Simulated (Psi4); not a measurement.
**CCD/pcseg-1 (density fitting, density fitting for correlation) run of SiH2Cl2 (dichlorosilane (DCS))**

What is the energy change on altering one bond length of SiH2Cl2 (dichlorosilane (DCS)) at CCD/pcseg-1 (density fitting, density fitting for correlation)? 

The calculation is run with Psi4 1.11.

1 further run of the same task is left out (set aside as unsound or not needed).

## Step 1: The system as given

SiH2Cl2: 5 atoms, total charge 0, spin state singlet. As SMILES, `Cl[SiH2]Cl`. The shape is that of a PBE0-D4/def2-TZVP optimisation.

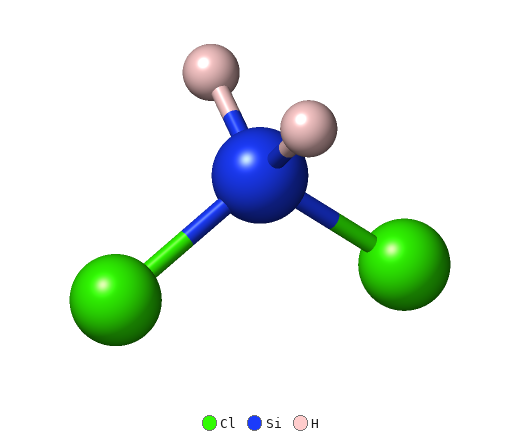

The structure, seen from a chosen angle (chlorine green, silicon blue, hydrogen pink).

## Step 2: Energy and gradient at CCD/pcseg-1 (density fitting, density fitting for correlation)

File cl2h2si.xyz:

```xyz
5
Cl2H2Si
Cl    -1.036100    -0.393400     1.609300
Si     0.136800    -0.071700    -0.028900
Cl    -0.799200     1.196800    -1.324000
H      0.352000    -1.362200    -0.711200
H      1.396500     0.556600     0.413400
```

File run.py:

```python
import psi4

psi4.set_memory(1600000000)
psi4.set_num_threads(1)
psi4.core.set_output_file('run.log', False)

with open('cl2h2si.xyz') as f:
    atoms = ''.join(f.readlines()[2:])
molecule = psi4.geometry('0 1\n' + atoms + 'no_reorient\nno_com')

psi4.set_options({
    'scf_type': 'df',
    'freeze_core': True,
    'cc_type': 'df',
})

e_tot = psi4.gradient('ccd/pcseg-1')
print('gradient / Eh bohr^-1')
print(e_tot.np.round(6))
```

Command:

```
$ python run.py
```

run.log:

```text
[...]
  Running in c1 symmetry.
[...]
  Nuclear repulsion =  191.963420987880852
[...]
  Multiplicity = 1
[...]
  Nalpha       = 25
  Nbeta        = 25
[...]
    Number of basis functions: 64
[...]
   @DF-RHF iter   1: -1209.07761788920470   -1.92443e-01   2.77920e-03 DIIS/ADIIS
[...]
   @DF-RHF iter  13: -1209.10558038567092    1.36424e-12   1.61328e-11 DIIS
[...]
    Orbital Energies [Eh]
    ---------------------
    Doubly Occupied:
       1A   -104.806104     2A   -104.806099     3A    -68.852857
       4A    -10.552310     5A    -10.552303     6A     -8.031627
       7A     -8.031620     8A     -8.028916     9A     -8.028910
      10A     -8.028851    11A     -8.028845    12A     -6.214181
      13A     -4.330717    14A     -4.329576    15A     -4.328344
      16A     -1.131785    17A     -1.101810    18A     -0.738246
      19A     -0.572740    20A     -0.567180    21A     -0.565266
      22A     -0.488617    23A     -0.487665    24A     -0.472162
      25A     -0.460219
[...]
  @DF-RHF Final Energy: -1209.10558038567092
   => Energetics <=
    Nuclear Repulsion Energy =            191.9634209878808520
    One-Electron Energy =               -2055.0640986086082194
    Two-Electron Energy =                 653.9950972350561642
    Total Energy =                      -1209.1055803856711464
[...]
 Multipole Moments:
 ------------------------------------------------------------------------------------
     Multipole            Electronic (a.u.)      Nuclear  (a.u.)        Total (a.u.)
 ------------------------------------------------------------------------------------
 L = 1.  Multiply by 2.5417464519 to convert [e a0] to [Debye]
 Dipole X            :         52.7000662          -52.0362545            0.6638117
 Dipole Y            :        -22.6881716           22.3902310           -0.2979405
 Dipole Z            :         -7.9460987            7.8380171           -0.1080817
 Magnitude           :                                                    0.7355924
[...]
	Warning: cc_lambda option is changed to TRUE
	For this residual convergence, default PCG convergence is:     1.00e-07
[...]
	DF-MP2 Total Energy (a.u.)         : -1209.45750519914964
[...]
```

On the terminal:

```text
gradient / Eh bohr^-1
[[ 0.004067  0.001408 -0.006181]
 [-0.009428  0.004249  0.001514]
 [ 0.003185 -0.004682  0.005028]
 [ 0.000227 -0.002066 -0.001107]
 [ 0.001948  0.001092  0.000745]]
```

Run time: 3.9 s. Hardware: 1 thread of Intel Xeon 6975P-C (Granite Rapids), shared host; peak memory 0.64 GiB.

## Step 3: The distorted shape, same level

Changes to cl2h2si.xyz since step 2:

```diff
@@ -2,3 +2,3 @@
 Cl2H2Si
-Cl    -1.036100    -0.393400     1.609300
+Cl    -2.795457    -0.875952     4.066610
 Si     0.136800    -0.071700    -0.028900
```

File job.py:

```python
import psi4

psi4.set_memory(1600000000)
psi4.set_num_threads(1)
psi4.core.set_output_file('psi4.out', False)

with open('cl2h2si.xyz') as f:
    atoms = ''.join(f.readlines()[2:])
geom = psi4.geometry('0 1\n' + atoms + 'no_reorient\nno_com')

options = {'scf_type': 'df', 'freeze_core': True, 'cc_type': 'df'}
psi4.set_options(options)

result, w = psi4.gradient('ccd/pcseg-1', return_wfn=True)
print('gradient / Eh bohr^-1')
print(result.np.round(6))
print(f'energy = {w.energy():.10f} Eh')
for k, v in sorted(psi4.core.scalar_variables().items()):
    print(f'{k:45s} {v:18.10f}')
```

Command:

```
$ python job.py
```

psi4.out:

```text
[...]
  Running in c1 symmetry.
[...]
  Nuclear repulsion =  131.103814850052970
[...]
  Multiplicity = 1
[...]
  Nalpha       = 25
  Nbeta        = 25
[...]
    Number of basis functions: 64
[...]
   @DF-RHF iter   1: -1208.76389699993274   -5.31043e-01   5.24672e-03 ADIIS/DIIS
[...]
   @DF-RHF iter  22: -1208.87091780571586    2.27374e-13   2.34923e-11 DIIS
[...]
    Orbital Energies [Eh]
    ---------------------
    Doubly Occupied:
       1A   -104.904893     2A   -104.667122     3A    -68.981288
       4A    -10.648964     5A    -10.400982     6A     -8.128128
       7A     -8.125439     8A     -8.125010     9A     -7.880201
      10A     -7.878709    11A     -7.878708    12A     -6.339332
      13A     -4.454814    14A     -4.453145    15A     -4.451870
      16A     -1.205588    17A     -0.902138    18A     -0.827160
      19A     -0.651846    20A     -0.640465    21A     -0.580762
      22A     -0.558009    23A     -0.325325    24A     -0.325321
      25A     -0.289098
[...]
  @DF-RHF Final Energy: -1208.87091780571586
   => Energetics <=
    Nuclear Repulsion Energy =            131.1038148500529701
    One-Electron Energy =               -1932.7008340860102180
    Two-Electron Energy =                 592.7261014302415560
    Total Energy =                      -1208.8709178057156350
[...]
 Multipole Moments:
 ------------------------------------------------------------------------------------
     Multipole            Electronic (a.u.)      Nuclear  (a.u.)        Total (a.u.)
 ------------------------------------------------------------------------------------
 L = 1.  Multiply by 2.5417464519 to convert [e a0] to [Debye]
 Dipole X            :        112.3638143         -108.5562036            3.8076108
 Dipole Y            :         -6.0902519            6.8880820            0.7978301
 Dipole Z            :        -91.6774250           86.7799464           -4.8974786
 Magnitude           :                                                    6.2545767
[...]
	Warning: cc_lambda option is changed to TRUE
	For this residual convergence, default PCG convergence is:     1.00e-07
[...]
	DF-MP2 Total Energy (a.u.)         : -1209.24825661643376
[...]
```

The script printed:

```text
gradient / Eh bohr^-1
[[-7.4950e-03 -2.0310e-03  1.0427e-02]
 [-9.3700e-04 -4.9000e-05  9.5900e-04]
 [ 3.4850e-03 -7.9000e-04 -1.8920e-03]
 [ 3.2720e-03  2.9030e-03 -3.8870e-03]
 [ 1.6750e-03 -3.3000e-05 -5.6060e-03]]
energy = -1209.2715391161 Eh
CCD CORRELATION ENERGY                             -0.4006213104
CCD DOUBLES ENERGY                                 -0.4006213104
CCD SINGLES ENERGY                                  0.0000000000
CCD TOTAL ENERGY                                -1209.2715391161
CURRENT CORRELATION ENERGY                         -0.4006213104
CURRENT ENERGY                                  -1209.2715391161
CURRENT REFERENCE ENERGY                        -1208.8709178057
DD SOLVATION ENERGY                                 0.0000000000
HF KINETIC ENERGY                                1209.9574090666
HF POTENTIAL ENERGY                             -2418.8283268723
HF TOTAL ENERGY                                 -1208.8709178057
HF VIRIAL RATIO                                     1.9991020417
MP2 CORRELATION ENERGY                             -0.3773388107
MP2 DOUBLES ENERGY                                 -0.3773388107
MP2 SINGLES ENERGY                                  0.0000000000
MP2 TOTAL ENERGY                                -1209.2482566164
NUCLEAR REPULSION ENERGY                          131.1038148501
ONE-ELECTRON ENERGY                             -1932.7008340860
PCM POLARIZATION ENERGY                             0.0000000000
PE ENERGY                                           0.0000000000
SCF ITERATION ENERGY                            -1208.8709178057
SCF ITERATIONS                                     22.0000000000
SCF TOTAL ENERGY                                -1208.8709178057
SCS(N)-MP2 CORRELATION ENERGY                    1208.8709178057
SCS(N)-MP2 TOTAL ENERGY                             0.0000000000
SCS-MP2 CORRELATION ENERGY                       1208.8709178057
SCS-MP2 TOTAL ENERGY                                0.0000000000
SOS-MP2 CORRELATION ENERGY                       1208.8709178057
SOS-MP2 TOTAL ENERGY                                0.0000000000
TWO-ELECTRON ENERGY                               592.7261014302
```

Wall time 4.5 s (1 thread of Intel Xeon 6975P-C (Granite Rapids), shared host); peak memory 0.64 GiB.

## Step 4: What came out

At CCD/pcseg-1 (density fitting, density fitting for correlation), 15 core orbitals frozen:

```
                                                           quantity           value
                                          first shape: total energy  -1209.49370 Eh
                   first shape: HOMO energy (Hartree–Fock orbitals)       -12.52 eV
                   first shape: LUMO energy (Hartree–Fock orbitals)         2.96 eV
                 first shape: HOMO–LUMO gap (Hartree–Fock orbitals)        15.48 eV
          first shape: correlation energy (15 core orbitals frozen)      -388.1 mEh
                              first shape: largest force on an atom      0.537 eV/Å
                                      distorted shape: total energy  -1209.27154 Eh
               distorted shape: HOMO energy (Hartree–Fock orbitals)        -7.87 eV
               distorted shape: LUMO energy (Hartree–Fock orbitals)        -4.18 eV
             distorted shape: HOMO–LUMO gap (Hartree–Fock orbitals)         3.69 eV
      distorted shape: correlation energy (15 core orbitals frozen)      -400.6 mEh
                          distorted shape: largest force on an atom      0.669 eV/Å
energy change with the Cl1–Si2 bond stretched from 2.040 to 5.101 Å        6.045 eV
```

In words: One bond (distorted shape) is far stretched, which a spin-restricted single reference describes badly; a broken-symmetry solution may lie lower. With the Cl1–Si2 bond stretched from 2.040 to 5.101 Å the energy rises by 6.05 eV (139 kcal/mol). The first shape isn't relaxed at this level, so the change isn't measured from a minimum. A restricted reference can't describe the breaking bond well at this length. The largest force (first shape) is 0.54 eV/Å: the shape isn't a stationary point for this species at this level.
